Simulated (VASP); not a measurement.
# Cu (Copper): accuracy against cost in the SCF threshold and smearing, part 3 of 3

A convergence test on Cu (Copper): the SCF threshold and smearing. The series runs use LDA. The start is a cell from a database of measured crystal structures.

VASP 6.6.1; LDA; plane waves and PAW (Cu).

Still holding for the runs below: This run has no spin polarisation. Its electron count is odd, so without a moment it is a metal by construction. The k-mesh is coarse for a metal.

So far. Step 17 (Smearing: ISMEAR = 1, SIGMA = 0.2): Against the run before the energy at zero width moves by +0.43 meV an atom and the pressure by -0.01 GPa, after 12 cycles in 5.2 s. The entropy term T·S comes to 0.43 meV an atom in size.

### 18. Smearing: ISMEAR = 1, SIGMA = 0.5

INCAR reads:

```
SYSTEM = Cu
PREC = Accurate
ENCUT = 400
EDIFF = 1E-06
NELM = 100
ISMEAR = 1
SIGMA = 0.5
LREAL = .FALSE.
ALGO = Normal
GGA = CA
NBANDS = 11
LORBIT = 11
LWAVE = .FALSE.
LCHARG = .FALSE.
KPAR = 2
ISIF = 2
```

POSCAR reads:

```
Cu
1.0
    0.0000000000      1.8075000000      1.8075000000
    1.8075000000      0.0000000000      1.8075000000
    1.8075000000      1.8075000000      0.0000000000
Cu
1
Direct
    0.0000000000      0.0000000000      0.0000000000
```

KPOINTS reads:

```
Automatic mesh
0
Gamma
11 11 11
0 0 0
```

PAW data sets: Cu (PBE family, release 64).

Started as:

```sh
mpirun -np 2 vasp_std
```

Log:

```text
[... set-up lines as in an earlier step ...]
 entering main loop
       N       E                     dE             d eps       ncg     rms          rms(c)
DAV:   1     0.333506646014E+02    0.33351E+02   -0.46931E+03  1378   0.136E+03
DAV:   2    -0.508762077078E+01   -0.38438E+02   -0.35593E+02  1259   0.179E+02
DAV:   3    -0.588008660947E+01   -0.79247E+00   -0.78940E+00  1402   0.323E+01
DAV:   4    -0.588486650119E+01   -0.47799E-02   -0.47794E-02  1373   0.214E+00
[...]
DAV:  10    -0.470073468326E+01   -0.87191E-05   -0.41354E-05  1783   0.106E-01    0.451E-03
DAV:  11    -0.470073679223E+01   -0.21090E-05   -0.10730E-06   870   0.106E-02    0.628E-04
DAV:  12    -0.470073679456E+01   -0.23319E-08   -0.73500E-08   703   0.461E-03
   1 F= -.47007368E+01 E0= -.47018932E+01  d E =0.346930E-02
```

The job ended after 5 s (2 MPI ranks of AMD EPYC 7R43, shared host; peak memory 0.15 GiB; 8.8 s of CPU time).

OUTCAR, selected parts (step 18):

```text
  Total       -0.9246730     -0.9246730     -0.9246730      0.0000000     -0.0000000      0.0000000
  in kB     -125.4393666   -125.4393666   -125.4393666      0.0000000     -0.0000000      0.0000000
  external PRESSURE =    -125.4393666 kB  Pullay stress =       0.0000000 kB

  FREE ENERGIE OF THE ION-ELECTRON SYSTEM (eV)
  ---------------------------------------------------
  free  energy   TOTEN  =        -4.7007367946 eV

  energy  without entropy=       -4.7042060921  energy(sigma->0) =       -4.70189323

[... 3 parts as in an earlier step ...]

[... 1 further part left out ...]
[key lines of the parts left out:]
E-fermi :   7.2554
```

Against the run before the energy at zero width moves by +0.65 meV an atom and the pressure by +0.07 GPa, after 12 cycles in 5 s. The entropy term T·S comes to 3.47 meV an atom in size.

### 19. Smearing: ISMEAR = -5

Edit INCAR of step 18 so:

```diff
@@ -5,4 +5,4 @@
 NELM = 100
-ISMEAR = 1
-SIGMA = 0.5
+ISMEAR = -5
+SIGMA = 0.05
 LREAL = .FALSE.
```

POSCAR is that of step 18.

KPOINTS is that of step 18.

Started as:

```sh
mpirun -np 2 vasp_std
```

Log:

```text
[... set-up lines as in an earlier step ...]
 entering main loop
       N       E                     dE             d eps       ncg     rms          rms(c)
DAV:   1     0.333684791529E+02    0.33368E+02   -0.46931E+03  1378   0.136E+03
DAV:   2    -0.509475743299E+01   -0.38463E+02   -0.35619E+02  1259   0.179E+02
DAV:   3    -0.588535175811E+01   -0.79059E+00   -0.78723E+00  1402   0.323E+01
DAV:   4    -0.589012573701E+01   -0.47740E-02   -0.47709E-02  1373   0.214E+00
[...]
DAV:   9    -0.469795892661E+01    0.26904E-02   -0.14081E-02  1430   0.211E+00    0.202E-02
DAV:  10    -0.469796897761E+01   -0.10051E-04   -0.54063E-05  1814   0.127E-01    0.458E-03
DAV:  11    -0.469796971924E+01   -0.74162E-06   -0.14607E-06   893   0.126E-02
   1 F= -.46979697E+01 E0= -.46979697E+01  d E =0.000000E+00
 -----------------------------------------------------------------------------
|                                                                             |
|           W    W    AA    RRRRR   N    N  II  N    N   GGGG   !!!           |
|           W    W   A  A   R    R  NN   N  II  NN   N  G    G  !!!           |
|           W    W  A    A  R    R  N N  N  II  N N  N  G       !!!           |
|           W WW W  AAAAAA  RRRRR   N  N N  II  N  N N  G  GGG   !            |
|           WW  WW  A    A  R   R   N   NN  II  N   NN  G    G                |
|           W    W  A    A  R    R  N    N  II  N    N   GGGG   !!!           |
|                                                                             |
|     Tetrahedron method does not include variations of the Fermi             |
|     occupations, so forces and stress will be inaccurate. We suggest        |
|     using a different smearing scheme ISMEAR = 1 or 2 for metals in         |
|     relaxations.                                                            |
|                                                                             |
 -----------------------------------------------------------------------------
```

It took 6.6 s on 2 MPI ranks; peak memory 0.16 GiB; 12 s of CPU time.

OUTCAR, selected parts (step 19):

```text
  Total       -0.9083641     -0.9083641     -0.9083641      0.0000000     -0.0000000      0.0000000
  in kB     -123.2269304   -123.2269304   -123.2269304      0.0000000     -0.0000000      0.0000000
  external PRESSURE =    -123.2269304 kB  Pullay stress =       0.0000000 kB

  FREE ENERGIE OF THE ION-ELECTRON SYSTEM (eV)
  ---------------------------------------------------
  free  energy   TOTEN  =        -4.6979697192 eV

  energy  without entropy=       -4.6979697192  energy(sigma->0) =       -4.69796972

[... 3 parts as in an earlier step ...]

[... 1 further part left out ...]
[key lines of the parts left out:]
E-fermi :   7.2463
```

With tetrahedra the forces and stress of a metal are not exact derivatives of the energy.

Against the first of the series the energy at zero width moves by +4.94 meV an atom and the pressure by +0.27 GPa, after 11 cycles in 6.6 s.

### 20. The smearing series as a table

This step: convergence of LDA results with the smearing; plane waves and PAW (VASP 6.6.1).

This step runs nothing: it gathers the runs above.

One cell and one 11×11×11 mesh. Free energy against width, by row:

```tsv
Gaussian width σ (eV)	free energy less that at the narrowest width (meV/atom)
0.01	0
0.05	-0.05
0.1	-0.19
0.2	-1.65
0.5	-14.81
```

Differences are taken from the run with ISMEAR = 0, SIGMA = 0.01. Results of the series, by row:

```tsv
setting	status	energy less the reference (meV/atom)	pressure (GPa)	SCF cycles	wall time (s)
ISMEAR = 0, SIGMA = 0.01	converged	0	-12.6	12	6
ISMEAR = 0, SIGMA = 0.05	converged	-0.02556	-12.6	12	5.8
ISMEAR = 0, SIGMA = 0.1	converged	0.122	-12.6	12	4.6
ISMEAR = 0, SIGMA = 0.2	converged	0.4999	-12.57	12	6
ISMEAR = 0, SIGMA = 0.5	converged	2.003	-12.3	12	5.8
ISMEAR = 1, SIGMA = 0.01	converged	0.00936	-12.6	12	5.8
ISMEAR = 1, SIGMA = 0.05	converged	-0.08557	-12.61	12	3.6
ISMEAR = 1, SIGMA = 0.1	converged	-0.05789	-12.61	12	5.6
ISMEAR = 1, SIGMA = 0.2	converged	0.3694	-12.62	12	5.2
ISMEAR = 1, SIGMA = 0.5	converged	1.015	-12.54	12	5
ISMEAR = -5	converged	4.939	-12.32	11	6.6
```

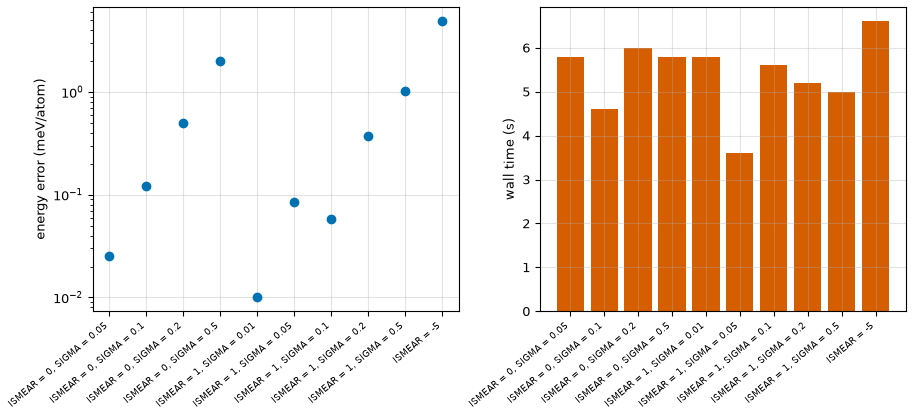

The energy error in size, against the reference run (errors under 0.01 are drawn at 0.01), and the wall time by setting.

### 21. Outcome

| Quantity | Value |
| --- | --- |
| SCF threshold from which the energy stays within 10 meV/atom of the reference | EDIFF = 0.01 |
| SCF threshold from which the energy stays within 1 meV/atom of the reference | EDIFF = 0.01 |
| SCF threshold from which the pressure stays within 0.2 GPa of the reference | EDIFF = 1E-06 |
| spread of the pressure over the SCF threshold | 3.01 GPa |
| spread of the energy over the SCF threshold | 0.0683 meV/atom |
| spread of the pressure over the smearing | 0.317 GPa |
| spread of the energy over the smearing | 5.02 meV/atom |

**Reading.** From EDIFF = 0.01 on, the energy stays within 1 meV an atom of the reference, at 72 % of its time. The pressure holds within 0.2 GPa from EDIFF = 1E-06 on. The loosest stop saves 3 of 12 cycles and costs +0.1 meV an atom, +2.18 GPa. The usual rule keeps the entropy term T·S under 1 meV an atom, which holds up to a width of 0.1 eV for Gaussian and 0.2 eV for first-order Methfessel-Paxton. That rule is made for Methfessel-Paxton; with the other schemes the zero-width estimate is the energy to use. Farthest in energy from the narrowest smearing lies ISMEAR = -5 (+4.9 meV an atom, +0.27 GPa). On a fixed mesh a narrow width is not the exact answer for a metal: it samples the Fermi surface more noisily. Forces vanish by symmetry in this cell, so the series can't test them.

[Lines on the potential files, build, host, timing and source positions are cut from VASP's logs without a mark.]

[Logs are printed without paths, hosts, clocks, repeated set-up lines and the standing remarks that a program may print on its own settings, such as how far it seeks lower states.]

[Hosts, paths, dates, database ids (printed as entryN), source tags and the programs' standing remarks are cut or masked in the printed files.]

[A measured line is paired with the nearest computed mode of its activity, which favours agreement.]
